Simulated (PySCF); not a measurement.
```xyz
18

C    -0.6950   -0.2190   -1.5967
N    -0.8175   -0.0744   -0.1715
Si   -2.0086   -0.9209    0.7359
C    -0.2005    1.1351    0.3259
Si    1.7188    1.0829    0.3068
P     2.3045   -0.8621    1.2412
H    -1.1511   -1.1541   -1.9122
H     0.3602   -0.2268   -1.8895
H    -1.1842    0.6055   -2.1319
H    -1.5211   -0.9227    2.1141
H    -2.0574   -2.2565    0.1417
H    -3.3570   -0.3261    0.7012
H    -0.5201    1.2843    1.3577
H    -0.5597    2.0045   -0.2407
H     2.2282    2.1682    1.1521
H     2.2568    1.3036   -1.0450
H     3.5271   -0.9622    0.5976
H     1.6678   -1.6530    0.3017
```

Geometry: GFN2-xTB.

Level of theory: wB97X-D/def2-SVPD, SCF density, gas phase in PySCF.

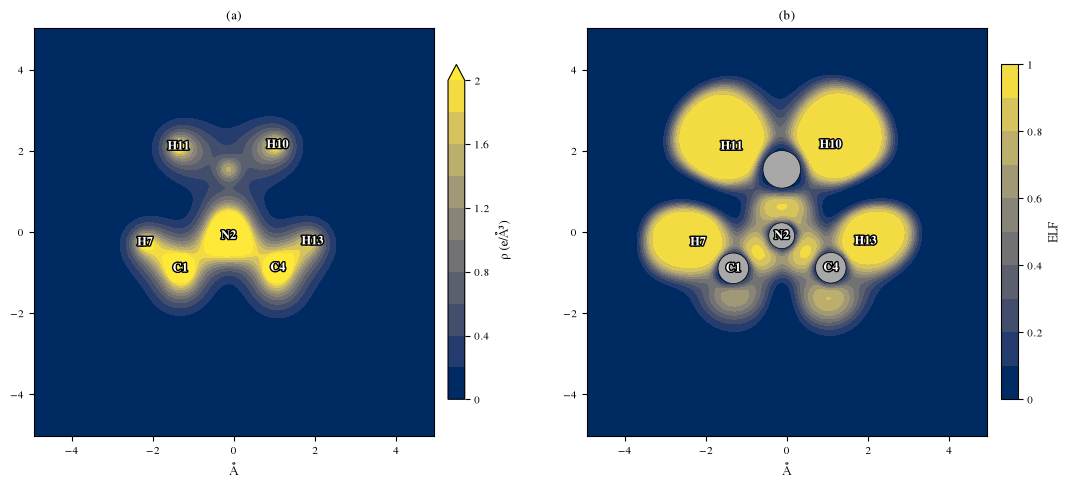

C2H12NPSi2. (a) electron density; (b) electron localisation function on the plane of atoms N2, C1 and H7. Grey discs cover the atomic cores in the ELF map.

Question: Describe what can be read from this map.

Answer: The plane passes through C, N and H nuclei.
C–N (1.44 Å): ρ is about 2 e/Å³ halfway; the ELF peaks at about 0.95 between the atoms: a shared electron pair.
C–H (1.09 Å): ρ at the midpoint is about 2 e/Å³; the ELF climbs to about 1 towards the hydrogen, as it does in any bond to H (an ordinary covalent bond to hydrogen).
